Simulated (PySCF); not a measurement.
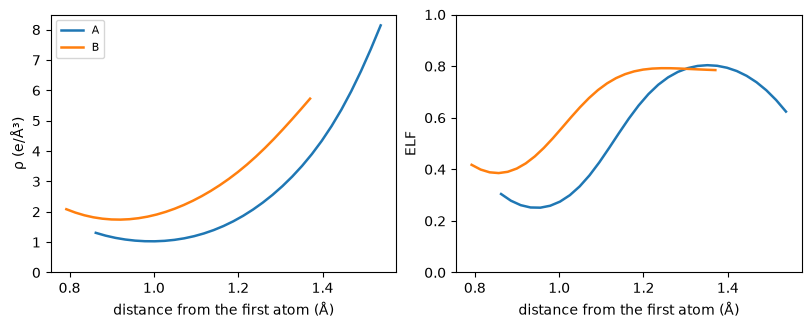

F₃OW (W(O)(F)3) (doublet). Electron density and electron localisation function along straight lines between neighbouring atoms. The curves leave out the atomic cores.

Core potentials replace the inner electrons of W.

Method: PySCF 2.14.0, UKS BP86, W def2-SVP with ECP60, O def2-SVP, F def2-SVP; non-relativistic Hamiltonian with scalar-relativistic core potentials where named; density fitting.

| atom | x (Å) | y (Å) | z (Å) |
| --- | --- | --- | --- |
| W | -0.0482 | 0.0903 | -0.0442 |
| O | 0.6897 | 1.1731 | 1.0593 |
| F | -0.7940 | -1.1761 | 1.1027 |
| F | 0.6943 | -1.1615 | -1.2570 |
| F | -0.6843 | 1.2580 | -1.3514 |

**Which curve belongs to which contact (W–F and W–O)? The first atom named is at distance zero.**

Curve A: W–F (1.86 Å): ρ is about 1.1 e/Å³ halfway; the ELF peaks at about 0.80 in the valence shell of F, 0.5 Å from its nucleus, and drops to about 0.25 between the two atoms. Curve B: W–O (1.71 Å): ρ is about 1.8 e/Å³ halfway; the ELF peaks at about 0.80 in the valence shell of O, 0.5 Å from its nucleus, and drops to about 0.40 between the two atoms.
